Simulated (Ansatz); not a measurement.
# Lattice dynamics of V2CF2 monolayer

How does V2CF2 monolayer vibrate, and is this structure a minimum?

Main program and level: Ansatz 0.2.0; DFT PBE, scalar-relativistic, plane waves, PAW.

**1. Starting point**

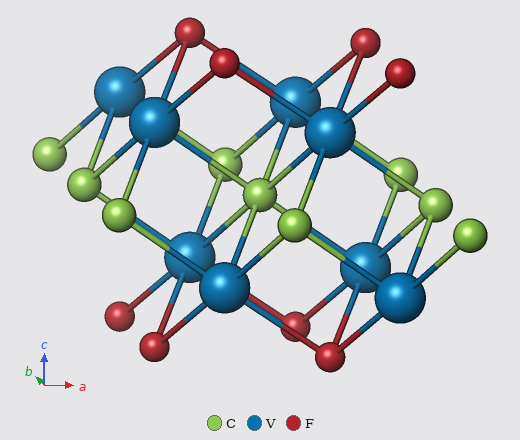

The cell as given, slightly off an axis (carbon green, vanadium blue, fluorine red). 2×2×1 cells are drawn. Some periodic images of atoms are drawn too.

The cell holds 5 atoms: 1 C, 2 V and 2 F. Cell: a = 2.900 Å, b = 2.900 Å, c = 20.000 Å, α = 90.0°, β = 90.0°, γ = 120.0°. Vacuum lies along c.

Coordinates:

```cif
data_structure
_symmetry_space_group_name_H-M 'P 1'
_symmetry_Int_Tables_number 1
_cell_length_a 2.9000
_cell_length_b 2.9000
_cell_length_c 20.0000
_cell_angle_alpha 90.000
_cell_angle_beta 90.000
_cell_angle_gamma 120.000
_cell_volume 145.67
loop_
_atom_site_label
_atom_site_type_symbol
_atom_site_fract_x
_atom_site_fract_y
_atom_site_fract_z
_atom_site_occupancy
C1 C 0.00000 0.00000 0.50000 1
V2 V 0.33333 0.66667 0.56000 1
V3 V 0.66667 0.33333 0.44000 1
F4 F 0.66667 0.33333 0.61750 1
F5 F 0.33333 0.66667 0.38250 1
```

**2. Coarse relaxation**

A rough relaxation comes first, because large forces or stress need no tight tolerances yet.

The program solves this slab on a cell height of its own, 33.2 Å, in place of the one typed.

input.yaml reads:

```yaml
crystal:
  lattice:
    - [2.9, 0.0, 0.0]
    - [-1.45, 2.51147, 0.0]
    - [0.0, 0.0, 20.0]
  atoms:
    - { symbol: C, position: [0.0, 0.0, 0.5] }
    - { symbol: V, position: [0.333333, 0.666667, 0.56] }
    - { symbol: V, position: [0.666667, 0.333333, 0.44] }
    - { symbol: F, position: [0.666667, 0.333333, 0.6175] }
    - { symbol: F, position: [0.333333, 0.666667, 0.3825] }
  periodic: [true, true, false]
kpoints:
  mp_grid: { grid: [9, 9, 1] }
hamiltonian:
  xc: pbe
scf:
  occupations: { method: gaussian, width: 0.1 }
output:
  forces: true
  stress: true
  eigenvalues: true
relax:
  adjacent_minimum: "off"
  f_tol: 0.05
  max_steps: 80
  cell: { stress_2d_tol: 0.02 }
```

Launch:

```sh
$ ansatz run input.yaml --threads 8 --pin off --max-ram 14336MiB --backend cpu --events-out ev --progress --plain --runs-dir out
```

Numbers of over 12 decimals in the logs are rounded to 6 here.

Log:

```text
[...]
cell:  # Å, volume = 256.5224 Å³
    - [2.986953, 0.0, 0]
    - [-1.493476, 2.586777, 0]
    - [0, 0, 33.2]
  atoms:
    - { symbol: C, position: [0, 0, 0.301205] }
    - { symbol: V, position: [0.333333, 0.666667, 0.331868] }
    - { symbol: V, position: [0.666667, 0.333333, 0.270541] }
    - { symbol: F, position: [0.666667, 0.333333, 0.370455] }
    - { symbol: F, position: [0.333333, 0.666667, 0.231955] }
[key lines of the parts left out:]
SCF converged after 8 iterations
Free energy (F): -7695.304362 eV
Fermi energy:    -5.423931 eV
P = ½ c Tr σ = 0.0067 N/m
```

Run time: 9.6 s. Hardware: 8 threads of Arm Neoverse V2, shared host; peak memory 0.77 GiB; 64 s of CPU time.

This run has no spin polarisation, although V can carry a moment.

The steps of the relaxation:

| step | energy less that of the first step (eV) | largest force component (eV/Å) | volume (Å³) |
| --- | --- | --- | --- |
| 1 | 0.0000 | 3.6461 | 241.80 |
| 2 | -0.5826 | 2.6903 | 245.64 |
| 3 | -0.5080 | 3.4214 | 252.73 |
| 4 | -0.8403 | 0.0293 | 255.41 |
| 5 | -0.8403 | 0.0066 | 255.49 |
| 6 | -0.8403 | 0.0018 | 255.50 |
| 7* | -0.8568 | 0.0021 | 255.50 |
| 8 | -0.8563 | 0.0084 | 256.69 |
| 9 | -0.8565 | 0.0000 | 256.52 |
| 10* | -0.8572 | 0.0000 | 256.52 |

Relaxation steps marked * repeat the geometry before them on a plane-wave basis chosen anew for their cell, so energy and pressure can jump there. Relaxation step 3 was tried and not accepted.

Forces are held to the 12 operations that the run works with; a distortion that breaks them can't arise in this run.

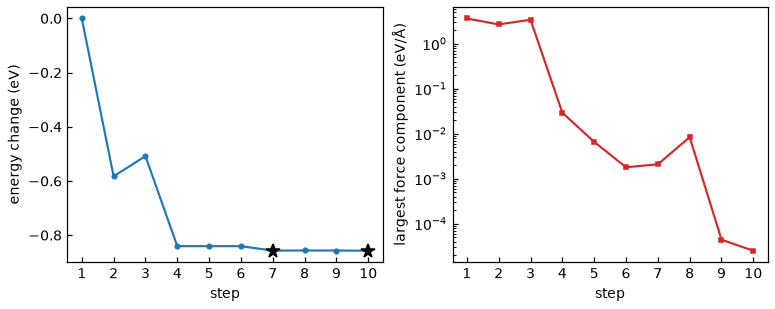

Energy and largest force along the relaxation. Stars mark steps on a basis chosen anew.

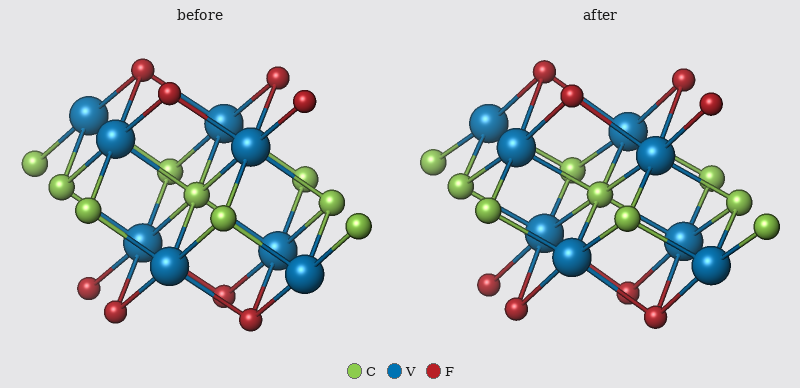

Before and after, at one scale.

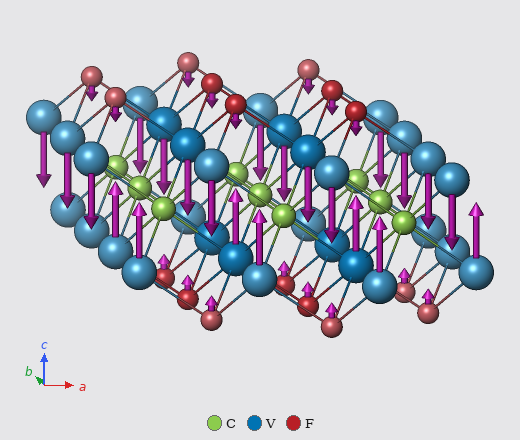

Displacements in the relaxation, exaggerated, measured against the changing cell; the longest in the cell stands for 0.18 Å. 2×2×1 cells are drawn. Some periodic images of atoms are drawn too.

```csv
cell as run,before,after,change
a (Å),2.900,2.987,+3.0 %
b (Å),2.900,2.987,+3.0 %
```

The atoms that moved most (Å, along periodic axes as changes of fractional coordinates times the final cell, across vacuum about the mean position):

```
atom     dx     dy      dz  length
  V2  0.000  0.000  -0.182   0.182
  V3  0.000  0.000   0.182   0.182
  F5  0.000  0.000   0.051   0.051
  F4  0.000  0.000  -0.051   0.051
```

This step gave:

```
gap on the k-mesh : 0 eV
area per atom     : 1.545 Å²
```

The relaxation ends with a largest force component of 2.5e-5 eV/Å.

**3. Relaxation**

Harmonic phonons are second derivatives at a point where the forces vanish, and they are wanted at zero stress, so atoms and cell are relaxed first.

input.yaml reads:

```yaml
crystal:
  lattice:
    - [2.9869525926, 0.0, 0.0]
    - [-1.4934762963, 2.5867768251, 0.0]
    - [0.0, 0.0, 33.2]
  atoms:
    - { symbol: C, position: [0.0, 0.0, 0.3012048193] }
    - { symbol: V, position: [0.3333333333, 0.6666666667, 0.3318683623] }
    - { symbol: V, position: [0.6666666667, 0.3333333333, 0.2705412762] }
    - { symbol: F, position: [0.6666666667, 0.3333333333, 0.3704547773] }
    - { symbol: F, position: [0.3333333333, 0.6666666667, 0.2319548612] }
  periodic: [true, true, false]
kpoints:
  mp_grid: { grid: [15, 15, 1] }
hamiltonian:
  xc: pbe
scf:
  occupations: { method: gaussian, width: 0.1 }
output:
  forces: true
  stress: true
  eigenvalues: true
  write_density: true
  write_potential: true
  elf: true
  volumetric_format: npy
relax:
  adjacent_minimum: "off"
  f_tol: 0.005
  max_steps: 80
  cell: { stress_2d_tol: 0.02 }
```

Log:

```text
[...]
Crystal: 5 atoms, lattice volume = 256.522 Å³
Basis set: ecut = 420 eV, 4863 PW (Γ), exchange–correlation on 40×40×450 points (8 copies of the dense FFT grid, shifted against one another)
Bands: 27, of which v1, the nominal top of the filled ones, is band 22 counted from 1 (21 counted from 0)
Symmetry: 12 space group operations
[...]
k-points: 27 of 225
[...]
SCF iter   1: F=—  HF=-7695.306379 eV  |F-HF|=—  |Δ(HF+E_count)|=         —  Δρ=4.51e-3  dr2=3.45e-2  ethr=1.77e-3  ⟨swp⟩=12.1  Hψ=5216  notcnv=0
[...]
SCF iter   7: F=-7695.301256 eV  HF=-7695.301256 eV  |F-HF|=1.58e-7  |Δ(HF+E_count)|=   8.00e-7  Δρ=2.99e-6  dr2=9.16e-9  ethr=2.27e-10  ⟨swp⟩=20.2  Hψ=8073  notcnv=0
SCF 1 converged in 7 iterations: F = -7695.301256 eV  dr2 = 9.16e-9
[...]
relax step   1: F+E_penalty+E_count = -7695.30125596 eV  Δ(F+E_penalty+E_count) = +0.000e0 eV  max|allowed force component| = 2.453e-2 eV/Å  Δτ_max = 0.0000 Å  P = -0.024 N/m  Ω = 256.522 Å³  fix = [c, alpha, beta]  reactions: c -0.000 N/m  (7 SCF iters, dr2 threshold 1.00e-7 eV, accepted)
Crystal: 5 atoms, lattice volume = 256.405 Å³
[...]
SCF iter   4: F=-7695.301371 eV  HF=-7695.301371 eV  |F-HF|=1.43e-8  |Δ(HF+E_count)|=   2.91e-9  Δρ=4.34e-6  dr2=3.51e-8  ethr=8.55e-11  ⟨swp⟩=12.9  Hψ=7587  notcnv=0
SCF 2 converged in 4 iterations: F = -7695.301371 eV  dr2 = 3.51e-8
relax step   2: F+E_penalty+E_count = -7695.30137093 eV  Δ(F+E_penalty+E_count) = -1.150e-4 eV  max|allowed force component| = 2.576e-3 eV/Å  Δτ_max = 0.0011 Å  P = -0.004 N/m  Ω = 256.405 Å³  energy of the carried Pulay correction = +9.169e-5 eV  fix = [c, alpha, beta]  reactions: c -0.000 N/m  (4 SCF iters, dr2 threshold 3.76e-8 eV, accepted)
[...]
SCF iter   6: F=-7695.301291 eV  HF=-7695.301291 eV  |F-HF|=2.82e-11  |Δ(HF+E_count)|=  6.64e-11  Δρ=1.38e-8  dr2=2.84e-13  ethr=1.00e-12  ⟨swp⟩=11.2  Hψ=4858  notcnv=0
SCF 3 converged in 6 iterations: F = -7695.301291 eV  dr2 = 2.84e-13
relax step   3: F+E_penalty+E_count = -7695.30129084 eV  Δ(F+E_penalty+E_count) = +8.009e-5 eV  max|allowed force component| = 2.716e-3 eV/Å  Δτ_max = 0.0000 Å  P = -0.007 N/m  Ω = 256.405 Å³  fix = [c, alpha, beta]  reactions: c -0.000 N/m  stress off target by 6.85e-3 N/m on what of the cell is left free  SCF on the basis re-selected at this cell (its energy is not comparable with the rows above)  (6 SCF iters)
basis re-selected at this cell: Δ(F+E_penalty+E_count) = +8.009e-5 eV, ΔP = -0.003 N/m vs the last step (what re-selecting the basis moved, of the pressure what is left beyond the Pulay correction that the steps carried, after the strain that the cell walked since its last selection, with what the two solves' SCF thresholds leave and, on support functions, any second-order correction that the steps lacked; it is no m [...]
WARN: The output density's exchange-correlation potential varies sharply where the density is thin. Do not read a vacuum level from v_tot or v_xc, or from such a field of the output density. On a cell that repeats whose density bears no net charge and no dipole along the vacuum's axis use v_es (v_loc + v_h of the components); under efield.dipole_correction with no amplitude use v_es + v_field, which holds any externa [...]
SCF converged after 6 iterations
Free energy (F): -7695.301291 eV
[...]
Internal energy: -7695.290940 eV  (E = F + TS)
E sigma→0 (E₀):  -7695.296116 eV
Entropy (-TS):   -0.010350 eV (-2.070 meV/atom)
Fermi energy:    -5.331626 eV
[...]
--- Forces (eV/Å), atoms counted from 1 ---
  atom   1  C      0.00000000     0.00000000     0.00000000
  atom   2  V     -0.00000000     0.00000000     0.00250890
  atom   3  V     -0.00000000    -0.00000000    -0.00250890
  atom   4  F     -0.00000000    -0.00000000    -0.00271619
  atom   5  F      0.00000000     0.00000000     0.00271619
  max |Σ_I F_I| component: 1.30e-16 eV/Å
--- 2D stress c σ (N/m, compression-positive) ---
       -0.006852       0.000000      -0.000000
        0.000000      -0.006852      -0.000000
       -0.000000      -0.000000      -0.000000
  P = ½ c Tr σ = -0.0069 N/m
--- Band table (eV; the first three rows and the last of 27) ---
  k-point 0: bands = [... 18 lower, -9.0260, -9.0260, -6.6467, -6.6467, -5.7861, -4.7751, -4.7751, -4.5203, ... 1 higher]
  k-point 1: bands = [... 18 lower, -9.1862, -9.0756, -6.6880, -6.5656, -5.7712, -4.8095, -4.7625, -4.5278, ... 1 higher]
  k-point 2: bands = [... 18 lower, -9.4819, -9.1913, -6.8430, -6.3466, -5.7001, -4.8604, -4.7218, -4.5286, ... 1 higher]
  k-point 26: bands = [... 18 lower, -10.5083, -9.3795, -5.9740, -5.6291, -5.6291, -4.3844, -4.3844, -4.0374, ... 1 higher]
--- Relaxed structure (2 steps of the walk, 2 accepted, 1 SCFs on fresh bases) ---
[...]
cell:  # Å, volume = 256.4050 Å³
    - [2.986269, 0.0, 0]
    - [-1.493134, 2.586185, 0]
    - [0, 0, 33.2]
  atoms:
    - { symbol: C, position: [0, 0, 0.301205] }
    - { symbol: V, position: [0.333333, 0.666667, 0.331899] }
    - { symbol: V, position: [0.666667, 0.333333, 0.270511] }
    - { symbol: F, position: [0.666667, 0.333333, 0.370489] }
    - { symbol: F, position: [0.333333, 0.666667, 0.231921] }
```

Elapsed: 5.3 s, on 8 threads; peak memory 0.87 GiB.

Little changed from the start: no atom moved by 0.005 Å and no cell edge by 0.1 %.

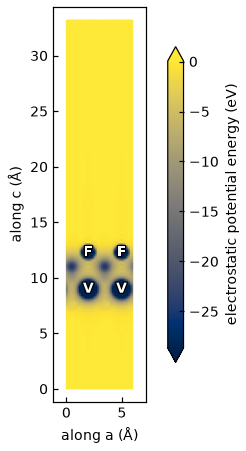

Electrostatic potential energy in the ac plane at fractional y = 0.333, with atoms of V and F within 0.2 Å of it. With pseudopotentials it is smooth inside the atoms' cores, unlike the true potential.

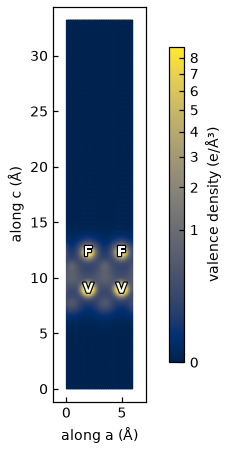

Valence density in the ac plane at fractional y = 0.333, with atoms of V and F within 0.2 Å of it. It is the smooth field of the valence electrons, not physical close to the nuclei. The colour scale is stretched toward low values.

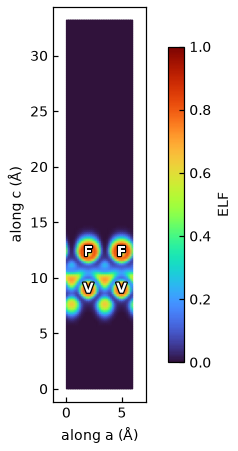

ELF in the ac plane at fractional y = 0.333, with atoms of V and F within 0.2 Å of it. It is the smooth field of the valence electrons, not physical close to the nuclei.

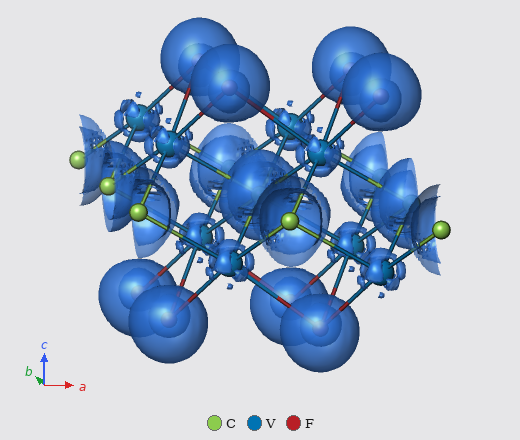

Surface of ELF = 0.76. 2×2×1 cells are drawn.

**4. Relaxing to small forces for the phonons**

Phonons need a cell at rest on their own settings, so the relaxation is repeated with tight tolerances on forces and stress, using the mesh and the filling of the phonon run that follows.

input.yaml reads:

```yaml
crystal:
  lattice:
    - [2.9862686964, 0.0, 0.0]
    - [-1.4931343482, 2.5861845536, 0.0]
    - [0.0, 0.0, 33.2]
  atoms:
    - { symbol: C, position: [0.0, 0.0, 0.3012048193] }
    - { symbol: V, position: [0.3333333333, 0.6666666667, 0.3318985788] }
    - { symbol: V, position: [0.6666666667, 0.3333333333, 0.2705110598] }
    - { symbol: F, position: [0.6666666667, 0.3333333333, 0.3704887012] }
    - { symbol: F, position: [0.3333333333, 0.6666666667, 0.2319209373] }
  periodic: [true, true, false]
kpoints:
  mp_grid: { grid: [18, 18, 1] }
hamiltonian:
  xc: pbe
scf:
  occupations: { method: methfessel_paxton, width: 0.15 }
output:
  forces: true
  stress: true
  eigenvalues: true
  write_density: true
  write_potential: true
  elf: true
  volumetric_format: npy
relax:
  adjacent_minimum: "off"
  f_tol: 0.001
  max_steps: 60
  cell: { stress_2d_tol: 0.002 }
```

Log:

```text
[...]
Crystal: 5 atoms, lattice volume = 256.405 Å³
Basis set: ecut = 420 eV, 4863 PW (Γ), exchange–correlation on 40×40×450 points (8 copies of the dense FFT grid, shifted against one another)
Bands: 27, of which v1, the nominal top of the filled ones, is band 22 counted from 1 (21 counted from 0)
Symmetry: 12 space group operations
[...]
k-points: 37 of 324
[...]
cell:  # Å, volume = 256.2738 Å³
    - [2.985505, 0, 0]
    - [-1.492752, 2.585523, 0]
    - [0, 0, 33.2]
  atoms:
    - { symbol: C, position: [0, 0, 0.30120481928] }
    - { symbol: V, position: [0.333333, 0.666667, 0.331919] }
    - { symbol: V, position: [0.666667, 0.333333, 0.270491] }
    - { symbol: F, position: [0.666667, 0.333333, 0.370507] }
    - { symbol: F, position: [0.333333, 0.666667, 0.231903] }
[key lines of the parts left out:]
SCF converged after 8 iterations
Free energy (F): -7695.295599 eV
Fermi energy:    -5.331583 eV
P = ½ c Tr σ = -0.0001 N/m
```

The job ended after 15 s (8 threads; peak memory 0.88 GiB; 1.9 min of CPU time).

Little changed from the start: no atom moved by 0.005 Å and no cell edge by 0.1 %.

Numbers from this step:

- area per atom: 1.544 Å²

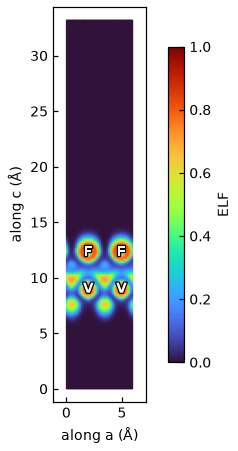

ELF in the ac plane at fractional y = 0.333, with atoms of V and F within 0.2 Å of it. It is the smooth field of the valence electrons, not physical close to the nuclei.

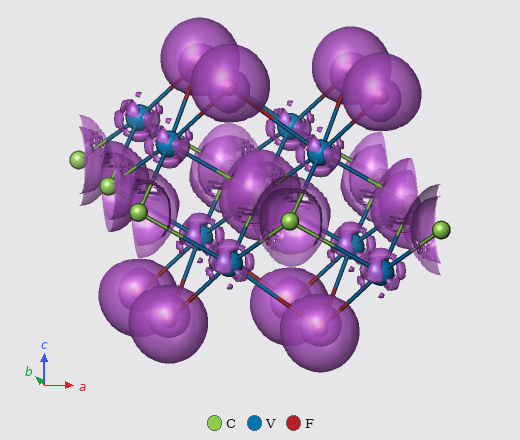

Surface of ELF = 0.76. 2×2×1 cells are drawn.

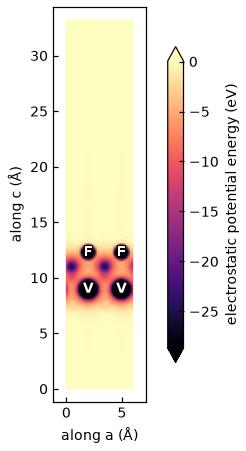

Electrostatic potential energy in the ac plane at fractional y = 0.333, with atoms of V and F within 0.2 Å of it. With pseudopotentials it is smooth inside the atoms' cores, unlike the true potential.

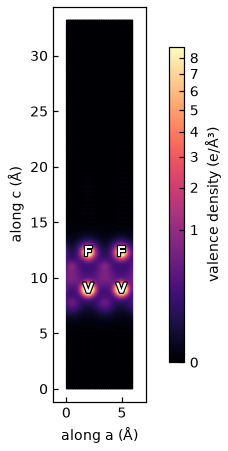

Valence density in the ac plane at fractional y = 0.333, with atoms of V and F within 0.2 Å of it. It is the smooth field of the valence electrons, not physical close to the nuclei. The colour scale is stretched toward low values.

The largest force component left is 0.0036 meV/Å, within the tolerances set.

(Part 1 of 2 ends here.)

[Logs are printed without paths, hosts, clocks, repeated set-up lines and the standing remarks that a program may print on its own settings, such as how far it seeks lower states.]

[Hosts, paths, dates, database ids (printed as entryN), source tags and the programs' standing remarks are cut or masked in the printed files.]
